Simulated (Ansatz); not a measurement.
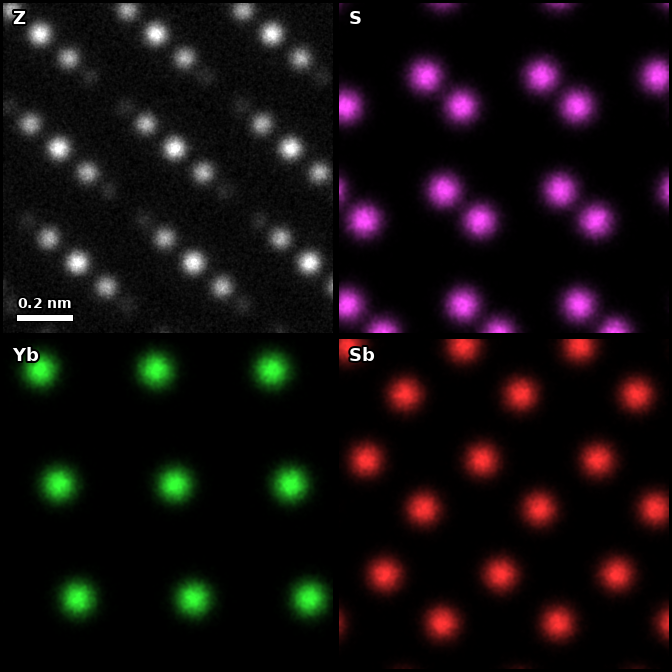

A crystal along [001]. Panel Z: Simulated incoherent Z contrast: every atom adds Z^1.7 spread by a probe of 0.55 Å full width; channelling and multiple scattering are left out. The probe carries 15 % of its weight in a tail 2.5 times as wide. The display is stretched by a gamma of 0.8; percentages refer to the linear signal. Shot noise was added. The other panels are simulated element maps (the number of atoms of one element along the beam, blurred by 0.9 Å, with counting noise; each on its own scale, no channelling).

Which columns does each element occupy?

The projected cell (4.21 × 4.21 Å, 99°) holds 5 columns: 2 of S, 2 of Sb and 1 of Yb. No column is shared by two of the mapped elements. The brightest columns of the Z-contrast image hold Yb.

The crystal is YbSb$_{2}$S$_{2}$ (C2/m, No. 12). Structure used: the end point of a relaxation (final pressure about 5 GPa) with DFT, PAW plane waves, pbe in Ansatz 0.2.0; the starting structure was generated, so it need not be a known form of this composition.
